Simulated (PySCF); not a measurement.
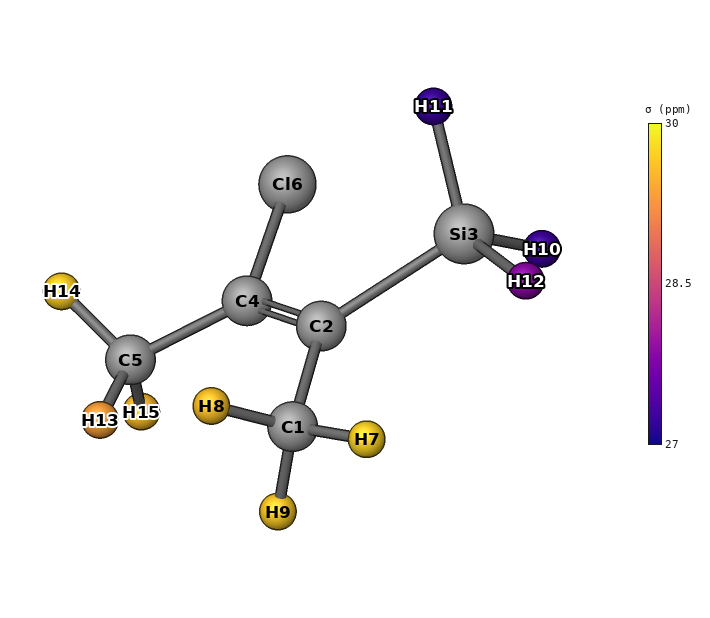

Atoms are coloured by their isotropic NMR shieldings (H only, the others grey). The computed structure is the end point of a GFN2-xTB optimisation. No frequency run is at hand to confirm it as a minimum. Method: GIAO PBE0/pcSseg-1 NMR shielding, non-relativistic, gas phase (PySCF 2.14.0).

Give the isotropic NMR shieldings of the H atoms atom by atom.

| atom | σ (ppm) |
| --- | --- |
| H7 | 29.74 |
| H8 | 29.62 |
| H9 | 29.67 |
| H10 | 27.28 |
| H11 | 27.26 |
| H12 | 27.86 |
| H13 | 29.33 |
| H14 | 29.72 |
| H15 | 29.57 |

The geometry is semi-empirical. Around Si such bond lengths and angles can be off by a tenth of an ångström or more and by several degrees, and values that hang on the shape move with them.
